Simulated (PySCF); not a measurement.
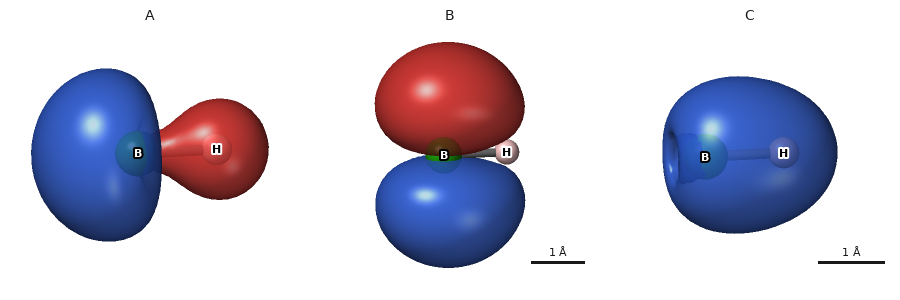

Figure. BH. Three frontier orbitals, each drawn at the value that holds 80 % of its norm (blue and red are the two phases), in no order; of a degenerate pair one member is drawn.

Level of theory: PySCF 2.14.0, PBE0/def2-TZVPPD, non-relativistic Hamiltonian with scalar-relativistic core potentials where named, at a bond length of 1.241 Å.

Question: Label each orbital by symmetry, say whether it is occupied, and order them by energy.

Answer: Orbital C: σ, occupied, −13.53 eV; shared between the atoms (B 65 %, H 35 %).
Orbital A: σ, occupied, −6.68 eV; mainly on B (85 %).
Orbital B: π, empty, −2.35 eV; mainly on B (90 %).
